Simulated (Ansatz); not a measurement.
# FCI/STO-3G run of BH5S (SMILES [BH3-][SH2+])

What is the vertical electron affinity of BH5S at FCI/STO-3G? 

The results are computed with Ansatz 0.2.0.

50 further runs of the same task are left out: 1 that didn't finish, 49 set aside as unsound or not needed.

**1. The molecule**

The species is BH5S (7 atoms), meant as a singlet with charge 0. SMILES: `[BH3-][SH2+]`. The shape is that of a PBE0-D4/def2-TZVP optimisation.

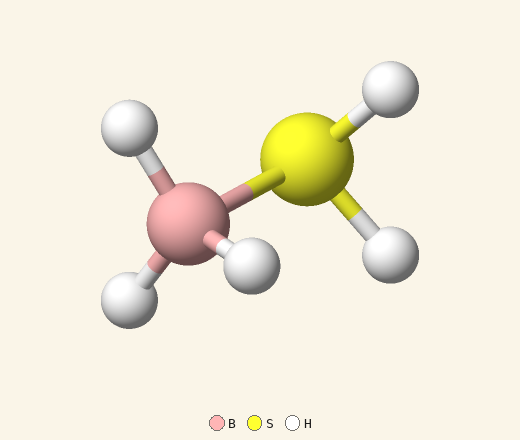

The structure, seen from a chosen angle (boron pink, sulfur yellow, hydrogen white).

**2. A single-point energy at FCI/STO-3G**

Input file job.yaml:

```yaml
crystal:
  periodic: [false, false, false]
  atoms:
    - {symbol: B, position_ang: [-0.525600, -0.461500, -0.504300]}
    - {symbol: S, position_ang: [0.568600, 0.977600, 0.290900]}
    - {symbol: H, position_ang: [-1.623200, 0.036400, -0.431500]}
    - {symbol: H, position_ang: [-0.344400, -1.447600, 0.159700]}
    - {symbol: H, position_ang: [-0.075400, -0.482100, -1.624500]}
    - {symbol: H, position_ang: [0.286000, 0.903800, 1.604900]}
    - {symbol: H, position_ang: [1.775400, 0.405500, 0.458900]}
basis:
  gaussian:
    orbitals: STO-3G
correlation:
  method: fci
  frozen_orbitals: {B: 1, H: 0, S: 5}
accuracy: high
```

The run is started by

```sh
$ ansatz run job.yaml --threads 1 --pin off --max-ram 2610MiB --events-out events.jsonl --progress --plain --runs-dir runs
```

What it wrote:

```text
Warning: RAYON_NUM_THREADS=1 ignored (pool sized by the plan → 1); use --threads N
Functional definition: HF
  name "HF"
  exchange = exact_x
  correlation = 0
332 factors; integrals over basis functions are off by at most 9.3e-9 eV
mean field evaluation 1: about -11439.3292 eV, gradient 1.3e1 eV
mean field evaluation 2: about -11439.3823 eV, gradient 1.3e1 eV
mean field evaluation 4: about -11440.2289 eV, gradient 3.0e-1 eV
mean field evaluation 8: about -11440.2288 eV, gradient 9.2e-7 eV
mean field -11440.22877774 eV, -420.4206531165 hartree, gradient 4.5e-9 eV, S^2 0.000000; 0 other end points of the search recorded, 0 dependent functions left out
6 core orbitals not correlated: weight in the atoms' cores, before any rotation towards them, 1.000 or more for the frozen orbitals, at most 0.000 for the correlated occupied ones
reference -11440.22877774 eV, -420.4206531165 hartree; 7, 7 occupied and 6, 6 virtual orbitals, 332 factors
state -11443.18194804 eV, -420.5291801231 hartree
Total energy: -11443.18194804 eV, -420.5291801231 hartree
```

It took 12 s on 1 thread of Arm Neoverse V1, shared host; peak memory 0.28 GiB.

**3. The doublet anion, same level**

Input file run.yaml:

```yaml
crystal:
  periodic: [false, false, false]
  atoms:
    - {symbol: B, position_ang: [-0.525600, -0.461500, -0.504300]}
    - {symbol: S, position_ang: [0.568600, 0.977600, 0.290900]}
    - {symbol: H, position_ang: [-1.623200, 0.036400, -0.431500]}
    - {symbol: H, position_ang: [-0.344400, -1.447600, 0.159700]}
    - {symbol: H, position_ang: [-0.075400, -0.482100, -1.624500]}
    - {symbol: H, position_ang: [0.286000, 0.903800, 1.604900]}
    - {symbol: H, position_ang: [1.775400, 0.405500, 0.458900]}
basis:
  gaussian: {orbitals: STO-3G}
total_charge: -1
magnetization: {spin_polarized: true, initial_magnetization: 1}
correlation: {method: fci, frozen_orbitals: {B: 1, H: 0, S: 5}}
accuracy: high
```

The run is started by

```sh
$ ansatz run run.yaml --threads 1 --pin off --max-ram 2610MiB --events-out events.jsonl --progress --plain --runs-dir runs
```

What it wrote:

```text
Warning: RAYON_NUM_THREADS=1 ignored (pool sized by the plan → 1); use --threads N
Functional definition: HF
  name "HF"
  exchange = exact_x
  correlation = 0
332 factors; integrals over basis functions are off by at most 9.3e-9 eV
mean field evaluation 1: about -11430.0293 eV, gradient 8.6e0 eV
mean field evaluation 2: about -11430.1481 eV, gradient 8.6e0 eV
mean field evaluation 4: about -11430.9268 eV, gradient 7.5e-1 eV
mean field evaluation 8: about -11430.9383 eV, gradient 1.1e-2 eV
mean field evaluation 16: about -11430.9344 eV, gradient 1.6e-1 eV
mean field -11430.93828062 eV, -420.0792336444 hartree, gradient 5.7e-8 eV, S^2 0.773986; 2 other end points of the search recorded, 0 dependent functions left out
6 core orbitals not correlated: weight in the atoms' cores, before any rotation towards them, 1.000 or more for the frozen orbitals, at most 0.000 for the correlated occupied ones
reference -11430.78739764 eV, -420.0736887974 hartree; 8, 7 occupied and 5, 6 virtual orbitals, 332 factors
state -11433.68763687 eV, -420.1802706230 hartree
Total energy: -11433.68763687 eV, -420.1802706230 hartree
```

Wall time 23 s (1 thread of Arm Neoverse V1, shared host); peak memory 0.3 GiB.

**4. What came out**

At FCI/STO-3G, 6 core orbitals frozen:

```
                                                  quantity          value
                                singlet BH5S: total energy  -420.52918 Eh
 singlet BH5S: correlation energy (6 core orbitals frozen)     -108.5 mEh
                               doublet anion: total energy  -420.18027 Eh
doublet anion: correlation energy (6 core orbitals frozen)     -106.6 mEh
         vertical electron affinity (to the doublet anion)      -9.494 eV
```

The anion lies 9.49 eV (916 kJ/mol) above the neutral: the electron isn't bound at this level, and such a value depends on the basis. Without diffuse functions anions come out too high. In a minimal basis such a difference can be off by several eV, whatever the method.
